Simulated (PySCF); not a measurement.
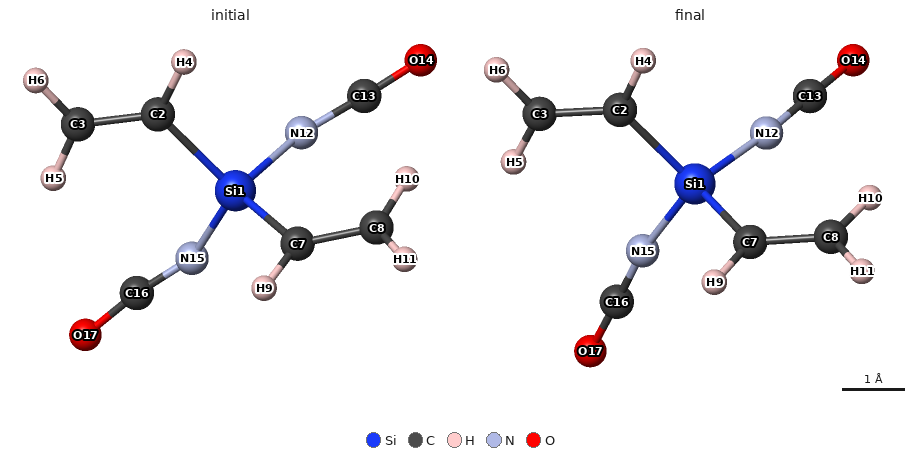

The structure of C6H6N2O2Si before (left) and after (right) a relaxation, at one scale.

Style: ball-and-stick. Shown from a free direction.

The start comes from GFN2-xTB. Its atoms were then displaced at random by about 0.03 Å.

Method: PySCF, PBE0-D3(BJ)/def2-SVP geometry optimisation, gas phase. 

Q: Describe what moved and what it gained.

A: Over 17 geometry steps the energy falls by 1.297 eV. The atom that moves furthest after the best rigid fit is O17 (0.93 Å). Largest moves by element: O 0.93 Å, C 0.40 Å, H 0.32 Å, N 0.30 Å, Si 0.16 Å. Near-neighbour distances that change, for instance: C8–H11 1.001 → 1.095 Å, Si1–N12 1.805 → 1.722 Å, N15–C16 1.118 → 1.198 Å, C13–O14 1.117 → 1.167 Å. Among the angles between lasting bonds that change: Si1–N15–C16 148.1° → 170.8°, Si1–N12–C13 155.7° → 173.2°, N12–Si1–N15 100.7° → 108.7°. Cost: 3.2 min on 2 threads of Intel(R) Xeon(R) Platinum 8488C, on a shared host.
